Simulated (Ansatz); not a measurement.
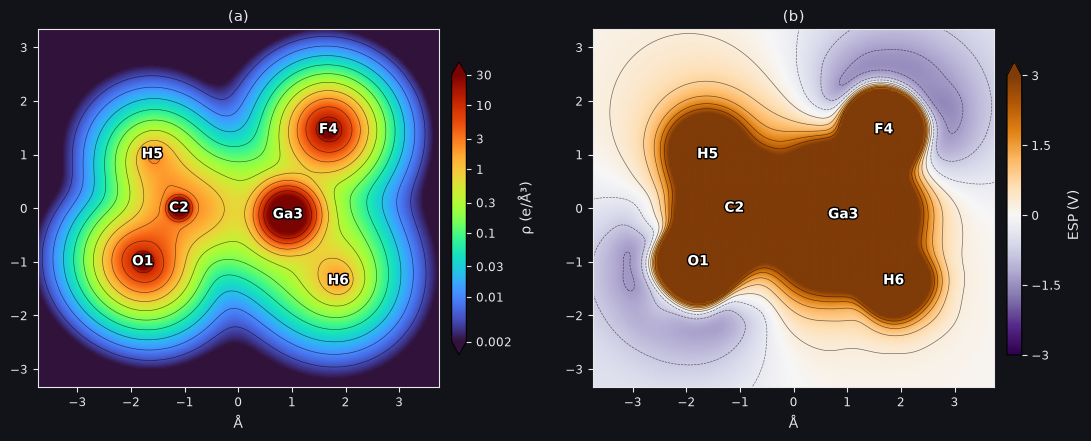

The picture shows: CH$_{2}$FGaO (SMILES O=[CH][GaH][F]). (a) total electron density; (b) molecular electrostatic potential on the molecular plane.

Geometry: PBE0-D4/def2-TZVP.

The calculation used RKS PBE0-D4/def2-TZVPP in Ansatz.

Input file:

```
crystal:
  periodic: [false, false, false]
  atoms:
    - {symbol: O, position_ang: [1.823955, 0.413302, -0.824141]}
    - {symbol: C, position_ang: [0.714709, -0.048213, -0.856694]}
    - {symbol: Ga, position_ang: [-0.500553, 0.078856, 0.764180]}
    - {symbol: F, position_ang: [-2.072300, -0.667166, 0.484947]}
    - {symbol: H, position_ang: [0.348363, -0.550217, -1.782358]}
    - {symbol: H, position_ang: [-0.272173, 0.709439, 2.167866]}
basis:
  gaussian: {orbitals: def2-TZVPP}
hamiltonian: {xc: pbe0, dispersion: d4}
output: {orbitals: {seedname: orbitals}}
```

Command:

```sh
ansatz run in.yaml --threads 2 --pin off --events-out ev --progress --plain --max-ram 4352MiB
```

**Read the bonding off the picture.**

- Atoms in the plane: O, C, Ga, F and H.
- C–O (1.20 Å): ρ is about 3.5 e/Å³ halfway.
- Ga–F (1.76 Å): ρ at the midpoint is about 0.87 e/Å³.
- C–Ga (2.03 Å): ρ is about 0.74 e/Å³ halfway.
- C–H (1.11 Å): ρ is about 2 e/Å³ halfway.
- Ga–H (1.56 Å): the density is about 1 e/Å³ at the midpoint.
- Outside the dense part of the molecule the potential is most negative (−1.6 V) near F4.
